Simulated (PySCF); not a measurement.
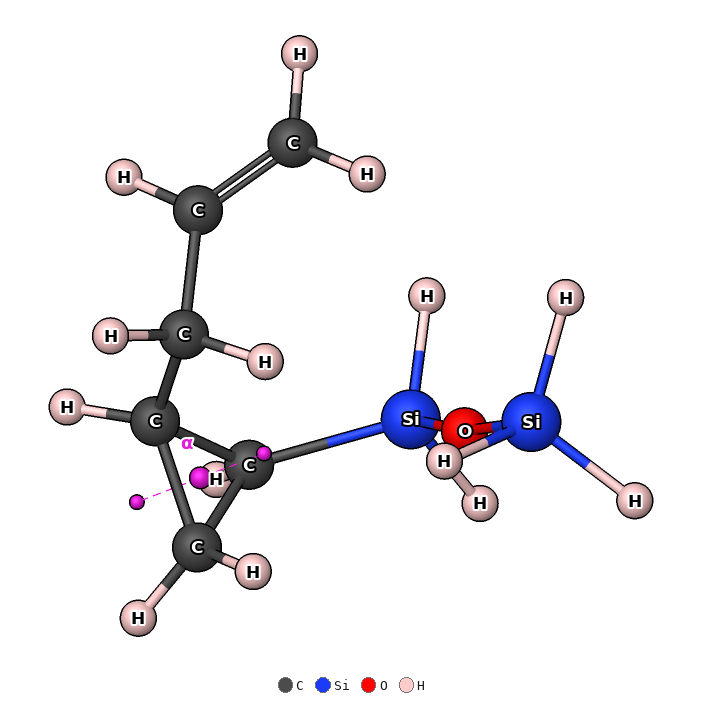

The small points mark where nucleus-independent chemical shifts (NICS) were computed: at the centre of each lettered ring and 1 Å above and below it. The computed structure is the end point of a GFN2-xTB optimisation. No frequency run is at hand to confirm it as a minimum. Level of theory: GIAO PBE0/pcSseg-1 NMR shielding, non-relativistic, gas phase (PySCF 2.14.0).

Give NICS(0), NICS(1) and the out-of-plane component NICS(1)zz for each ring (means of the two sides).

```
ring  members  NICS(0)  NICS(1)  NICS(1)zz
   α       C3    −44.1     −8.5      −23.7
```

Values in ppm.

The geometry is semi-empirical. Around Si such bond lengths and angles can be off by a tenth of an ångström or more and by several degrees, and values that hang on the shape move with them.
